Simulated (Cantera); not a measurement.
Charge: 1 mol FeS, 0.46 mol H2S, 0.092 mol O2, equilibrated at 7.60 bar.

Method: chemical equilibrium by Gibbs-energy minimisation in Cantera with the NASA 1993 tables (ideal gas, pure condensed phases). Candidate condensed phases: Fe, FeO, Fe(OH)2, Fe(OH)3, FeS, FeSO4, FeS2, Fe2O3, Fe2(SO4)3, Fe3O4, H2O, H2SO4, S; 22 gas species. FeS: taken at fixed stoichiometry. Gases not in the tables: S3 to S7. Rates play no part.

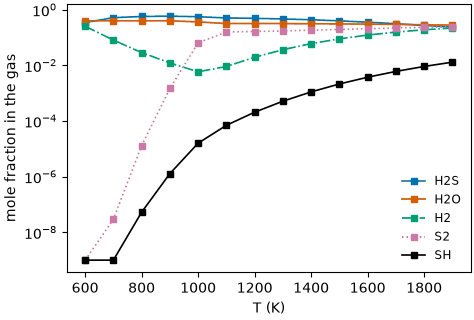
Figure. Equilibrium gas composition (values under 1e-9 drawn at 1e-9)

Task: Read off the mole fractions at 700 K.

Result: H2S about 0.52, H2O about 0.40, H2 about 0.082, S2 about 2.9e-8.
